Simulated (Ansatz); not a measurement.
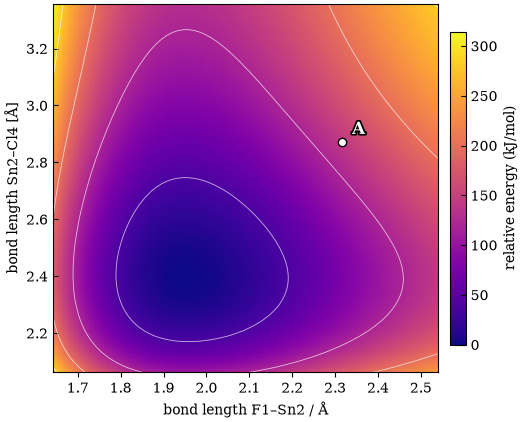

ClFHSSn, SMILES [F][Sn]([SH])[Cl], spin multiplicity 2. 
- First axis: bond length F1–Sn2. Second axis: bond length Sn2–Cl4.
- Nothing is relaxed (all other coordinates rigid).
- The grid has 9 × 9 points.
- Energies: kJ/mol, counted from the relaxed molecule at the same level.
- Theory: UKS B3LYP-D4/def2-SVP in Ansatz.

Drawn: a smooth colour map with a few white contour lines, the point A. Between grid points the surface is interpolated.

Which way does the force act at A, and how strong is it?

Answer. A, at bond length F1–Sn2 = 2.317 Å, bond length Sn2–Cl4 = 2.871 Å, is not a stationary point. The computed force is 320 kJ/mol for each Å towards smaller values of bond length F1–Sn2 and 179 kJ/mol for each Å towards smaller values of bond length Sn2–Cl4.
